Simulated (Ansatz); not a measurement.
Pressure series in NbAs

Base system: NbAs (space group I4_1md, No. 109; a = 3.4736 Å, c = 11.7487 Å).

Cell and atoms are relaxed at each pressure.

Level of theory: PBE (Ansatz, a program for electronic structure; PAW; 420 eV plane waves; no SOC).

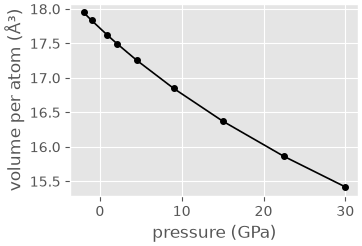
Figure: Volume against pressure

Question: Estimate the zero-pressure bulk modulus from the plot.

Answer: About 160 GPa; a third-order Birch–Murnaghan fit to the points gives V₀ = 17.72 Å³/atom, B₀ = 160 GPa and B₀′ = 4.2.

Load acts through the strain it causes; cell and atoms are relaxed under it. Whether these cells are dynamically stable was not tested. No other phases were tried under pressure. The final runs are not spin-polarised.
